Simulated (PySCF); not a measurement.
## Geometry relaxation, with input and output: C4H6O

The run: geometry relaxation of C4H6O, SMILES CCC=C=O. Method and program: PBE0/pcSseg-1 tight geometry optimisation and Hessian, gas phase (PySCF 2.14.0).

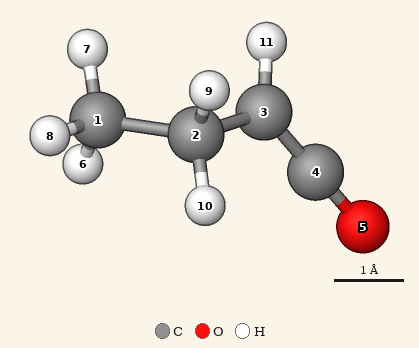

*The starting structure (ball-and-stick view, seen at a tilt; atoms are numbered from 1 in the order of the input).*

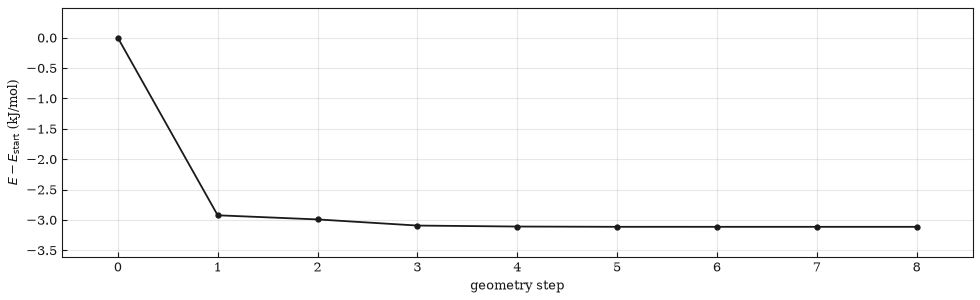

*Progress of the relaxation, step by step (steps are counted from 0).*

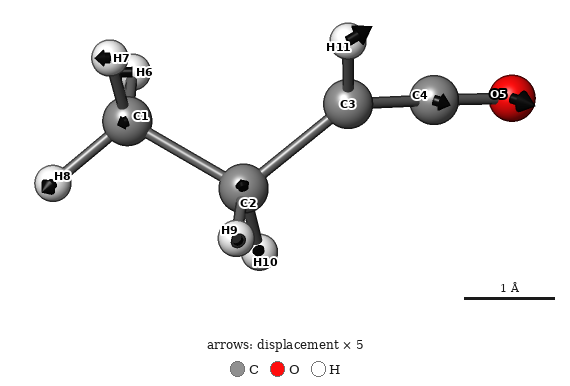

*The starting structure with the displacements as black arrows, magnified 5 times (ball-and-stick view, seen at a tilt). The two geometries are laid on each other by the best rigid fit.*

After 8 geometry steps the energy has fallen by 3.11 kJ/mol. Largest force component: 1.1 eV/Å at the start, 0.00013 eV/Å at the end. The largest move after the best rigid fit is that of H11, 0.066 Å. Largest moves by element: H 0.066 Å, O 0.064 Å, C 0.041 Å. Distances before and after: C3–C4 1.291 → 1.309 Å, C3–H11 1.077 → 1.089 Å, C1–H6 1.087 → 1.096 Å. Among the angles that change: C4–C3–H11 118.9° → 115.4°, C2–C3–H11 117.3° → 120.4°, H9–C2–H10 108.1° → 105.8°. (Atoms are counted from 1 in the order of the input.)

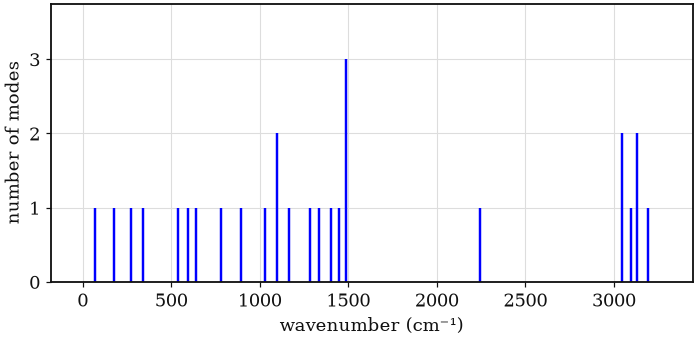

*Harmonic vibrational wavenumbers from the force constants; neighbouring modes closer than 14 cm⁻¹ are counted in one stick.*

27 modes from 70 to 3194 cm⁻¹, none imaginary.

These pictures come from the run below.

**The input**
```
{"job": {"xc": "PBE0", "basis": "pcSseg-1", "grid": 2, "temperatures": [200, 500], "kind": "geom"}, "charge": 0, "multiplicity": 1}
C     -1.346677     0.491874     0.010246
C     -0.284166    -0.589176    -0.173110
C      1.031600    -0.172642     0.438842
C      2.098337     0.067910    -0.247997
O      3.061642     0.265239    -0.874366
H     -1.037509     1.415012    -0.474279
H     -1.507029     0.694850     1.066759
H     -2.289377     0.170097    -0.426490
H     -0.619308    -1.512786     0.306001
H     -0.141809    -0.790197    -1.235746
H      1.055993    -0.029499     1.506285
```

The first line tells a small driver script what to run in PySCF; the rest is the geometry in Å.

Launched with:
```bash
OMP_NUM_THREADS=1 python <driver script> task.json out
```

**Output**
```
step   0  E = -6283.9213766 eV  max force = 1.10096
step   1  E = -6283.9516686 eV  max force = 0.20156
step   2  E = -6283.9523739 eV  max force = 0.12050
step   3  E = -6283.9534208 eV  max force = 0.08094
step   4  E = -6283.9535889 eV  max force = 0.04817
step   5  E = -6283.9536354 eV  max force = 0.00697
step   6  E = -6283.9536378 eV  max force = 0.00141
step   7  E = -6283.9536378 eV  max force = 0.00141
step   8  E = -6283.9536381 eV  max force = 0.00013
harmonic wavenumbers (cm-1): 69.6 179.2 272.3 341.3 535.6 597.1 637.7 780.7 893.1 1032.1 1089.8 1102.1 1164.8 1282.4 1335.8 1404.1 1445.7 1476.3 1484.0 1492.5 2243.1 3044.8 3046.1 3093.5 3128.5 3136.2 3193.7
```

**Trajectory as extended XYZ (Å, eV, eV/Å), 9 frames, from step=0 to step=8**
```
11
Properties=species:S:1:pos:R:3:forces:R:3 step=0 energy=-6283.92138
C    -1.3467    0.4919    0.0102    0.2452  -0.3782  -0.1477
C    -0.2842   -0.5892   -0.1731    0.0134   0.4716   0.1147
C     1.0316   -0.1726    0.4388   -1.0563  -0.3591   0.2109
C     2.0983    0.0679   -0.2480    1.1010   0.1702  -0.4980
O     3.0616    0.2652   -0.8744   -0.1483   0.0058   0.0586
H    -1.0375    1.4150   -0.4743    0.0304   0.2553  -0.0881
H    -1.5070    0.6948    1.0668   -0.0871   0.1022   0.2526
H    -2.2894    0.1701   -0.4265   -0.3117  -0.0239  -0.0774
H    -0.6193   -1.5128    0.3060    0.0055  -0.1936  -0.0530
H    -0.1418   -0.7902   -1.2357   -0.0429  -0.1649  -0.1433
H     1.0560   -0.0295    1.5063    0.2510   0.1147   0.3706
11
Properties=species:S:1:pos:R:3:forces:R:3 step=1 energy=-6283.95167
C    -1.3841    0.4809    0.0182    0.0031   0.0850  -0.0146
C    -0.2814   -0.5498   -0.1851   -0.0711  -0.1607  -0.0005
C     1.0323   -0.1419    0.4280    0.2016   0.0527   0.0778
C     2.1482    0.0175   -0.2418    0.0154   0.0777  -0.0746
O     3.1362    0.1686   -0.8407   -0.1523  -0.0595   0.1093
H    -1.1281    1.4335   -0.4636   -0.0152  -0.0572   0.0313
H    -1.5458    0.6826    1.0844    0.0022  -0.0072  -0.0221
H    -2.3354    0.1309   -0.4022    0.0408  -0.0020   0.0076
H    -0.5894   -1.5127    0.2538    0.0123   0.0908  -0.0475
H    -0.1416   -0.7423   -1.2565   -0.0045   0.0093   0.0341
H     1.1108    0.0435    1.5016   -0.0323  -0.0290  -0.1007
11
Properties=species:S:1:pos:R:3:forces:R:3 step=2 energy=-6283.95237
C    -1.3575    0.4949   -0.0018   -0.0543   0.0041   0.0609
C    -0.2896   -0.5784   -0.1629    0.0262   0.0284  -0.0406
C     1.0352   -0.1929    0.4480   -0.0573   0.0052   0.1205
C     2.1112    0.0725   -0.2462   -0.0180  -0.0420   0.0014
O     3.0677    0.2945   -0.8679    0.1071   0.0368  -0.0629
H    -1.0630    1.4230   -0.5028    0.0043   0.0144  -0.0106
H    -1.5277    0.7300    1.0567    0.0078  -0.0096  -0.0377
H    -2.3133    0.1650   -0.4271    0.0074   0.0045   0.0006
H    -0.6300   -1.5134    0.2992    0.0013  -0.0303   0.0171
H    -0.1494   -0.8057   -1.2272    0.0047   0.0005   0.0250
H     1.1382   -0.0788    1.5282   -0.0293  -0.0120  -0.0739
11
Properties=species:S:1:pos:R:3:forces:R:3 step=3 energy=-6283.95342
C    -1.3672    0.4897    0.0070    0.0028  -0.0086  -0.0048
C    -0.2857   -0.5683   -0.1707    0.0093   0.0121   0.0079
C     1.0353   -0.1721    0.4417   -0.0809  -0.0163  -0.0188
C     2.1246    0.0521   -0.2466    0.0053  -0.0027   0.0039
O     3.0925    0.2441   -0.8616    0.0615   0.0112  -0.0394
H    -1.0840    1.4281   -0.4818    0.0010   0.0112  -0.0054
H    -1.5380    0.7070    1.0676   -0.0033   0.0020   0.0108
H    -2.3184    0.1542   -0.4225   -0.0077  -0.0019  -0.0003
H    -0.6131   -1.5128    0.2835   -0.0017  -0.0123   0.0035
H    -0.1453   -0.7828   -1.2365    0.0029  -0.0012  -0.0092
H     1.1209   -0.0287    1.5161    0.0109   0.0065   0.0518
11
Properties=species:S:1:pos:R:3:forces:R:3 step=4 energy=-6283.95359
C    -1.3742    0.4866    0.0117    0.0131   0.0002  -0.0134
C    -0.2839   -0.5611   -0.1757   -0.0100  -0.0076   0.0085
C     1.0344   -0.1589    0.4371    0.0270   0.0033  -0.0181
C     2.1338    0.0397   -0.2463    0.0199   0.0104  -0.0094
O     3.1104    0.2117   -0.8557   -0.0482  -0.0107   0.0276
H    -1.1011    1.4311   -0.4723   -0.0017  -0.0059   0.0032
H    -1.5440    0.6956    1.0742   -0.0011   0.0008   0.0068
H    -2.3238    0.1451   -0.4169   -0.0004  -0.0006   0.0004
H    -0.6034   -1.5124    0.2721    0.0004   0.0082  -0.0046
H    -0.1428   -0.7665   -1.2432   -0.0020   0.0005  -0.0047
H     1.1163   -0.0002    1.5112    0.0030   0.0014   0.0038
11
Properties=species:S:1:pos:R:3:forces:R:3 step=5 energy=-6283.95364
C    -1.3714    0.4878    0.0096    0.0002   0.0000  -0.0010
C    -0.2847   -0.5638   -0.1737   -0.0006  -0.0016   0.0006
C     1.0346   -0.1641    0.4391   -0.0031  -0.0006   0.0017
C     2.1302    0.0447   -0.2461   -0.0027   0.0018  -0.0017
O     3.1031    0.2246   -0.8580    0.0070  -0.0002  -0.0031
H    -1.0949    1.4297   -0.4771   -0.0001   0.0002   0.0001
H    -1.5413    0.7008    1.0715   -0.0004   0.0001   0.0013
H    -2.3221    0.1482   -0.4184    0.0002  -0.0003   0.0003
H    -0.6075   -1.5126    0.2761    0.0000   0.0003  -0.0004
H    -0.1436   -0.7725   -1.2408    0.0001   0.0001  -0.0008
H     1.1192   -0.0121    1.5139   -0.0006   0.0002   0.0030
11
Properties=species:S:1:pos:R:3:forces:R:3 step=6 energy=-6283.95364
C    -1.3718    0.4875    0.0100    0.0001   0.0000   0.0000
C    -0.2845   -0.5634   -0.1740    0.0000  -0.0003   0.0002
C     1.0346   -0.1631    0.4389   -0.0008   0.0011  -0.0014
C     2.1307    0.0440   -0.2463    0.0014  -0.0014   0.0000
O     3.1043    0.2217   -0.8578   -0.0010   0.0007   0.0001
H    -1.0958    1.4300   -0.4758   -0.0001  -0.0001   0.0000
H    -1.5420    0.6995    1.0721    0.0001  -0.0001   0.0001
H    -2.3222    0.1477   -0.4184   -0.0001  -0.0002   0.0001
H    -0.6067   -1.5127    0.2752    0.0000   0.0001   0.0000
H    -0.1434   -0.7713   -1.2413    0.0000   0.0001  -0.0001
H     1.1185   -0.0092    1.5135    0.0003   0.0000   0.0009
11
Properties=species:S:1:pos:R:3:forces:R:3 step=7 energy=-6283.95364
C    -1.3718    0.4875    0.0100    0.0001   0.0000   0.0000
C    -0.2845   -0.5634   -0.1740    0.0000  -0.0003   0.0002
C     1.0346   -0.1631    0.4389   -0.0008   0.0011  -0.0014
C     2.1307    0.0440   -0.2463    0.0014  -0.0014   0.0000
O     3.1043    0.2217   -0.8578   -0.0010   0.0007   0.0001
H    -1.0958    1.4300   -0.4758   -0.0001  -0.0001   0.0000
H    -1.5420    0.6995    1.0721    0.0001  -0.0001   0.0001
H    -2.3222    0.1477   -0.4184   -0.0001  -0.0002   0.0001
H    -0.6067   -1.5127    0.2752    0.0000   0.0001   0.0000
H    -0.1434   -0.7713   -1.2413    0.0000   0.0001  -0.0001
H     1.1185   -0.0092    1.5135    0.0003   0.0000   0.0009
11
Properties=species:S:1:pos:R:3:forces:R:3 step=8 energy=-6283.95364
C    -1.3719    0.4875    0.0101    0.0000  -0.0001   0.0001
C    -0.2844   -0.5633   -0.1741    0.0000   0.0000   0.0000
C     1.0346   -0.1628    0.4388    0.0000   0.0000  -0.0001
C     2.1309    0.0437   -0.2462    0.0000   0.0001  -0.0001
O     3.1046    0.2212   -0.8577    0.0000   0.0001  -0.0001
H    -1.0962    1.4300   -0.4757   -0.0001   0.0000   0.0001
H    -1.5420    0.6994    1.0722    0.0000  -0.0001   0.0001
H    -2.3223    0.1475   -0.4182    0.0000  -0.0001   0.0001
H    -0.6066   -1.5126    0.2750    0.0001   0.0000   0.0000
H    -0.1434   -0.7709   -1.2414    0.0000   0.0000   0.0000
H     1.1184   -0.0089    1.5134    0.0001   0.0000   0.0000
```

**Results in brief**

| quantity | value |
| --- | --- |
| outcome | converged |
| wavenumbers, lowest and highest | 70 and 3194 cm⁻¹ |
| hardware | 1 CPU thread, shared host |
| wall time | 12 min |
| peak memory | 0.63 GiB |
